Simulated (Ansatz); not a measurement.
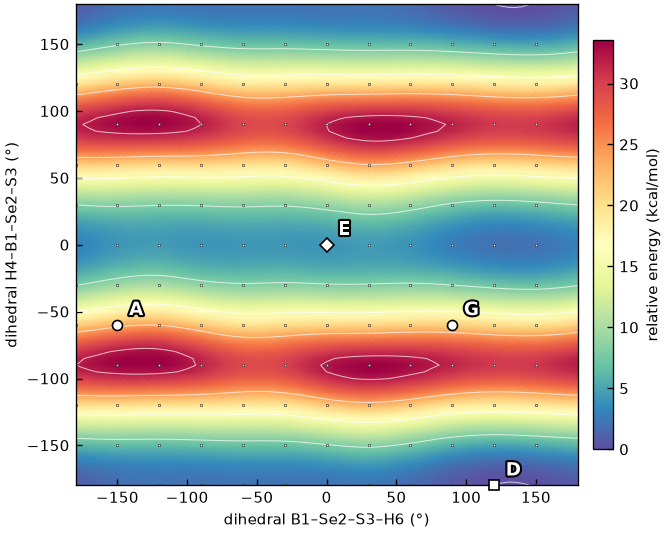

BH4SSe, SMILES B[Se][SH2+], charge +1. The first coordinate is: dihedral B1–Se2–S3–H6; the second: dihedral H4–B1–Se2–S3. Nothing is relaxed (all other coordinates rigid). The scan uses a 12 × 12 grid. Points are written as (first, second). Energies are in kcal/mol, from the lowest grid point. These are results of RKS PBE-D4/def2-TZVP in Ansatz 0.2.0, not measurements.

Drawn: a smooth colour map with a few white contour lines, dots at the grid points, lettered points. Between grid points the surface is interpolated.

Question: Is D the lowest point of the computed grid?

Answer: Yes. D, at (120°, −180°), has the lowest energy of the grid.

Question: What kind of point is each of A, D, E, G: minimum, saddle, maximum or slope?

Answer: A: on a slope; D: minimum; E: minimum; G: on a slope. (In these two coordinates alone; a stationary point may lie a little off the grid point.)
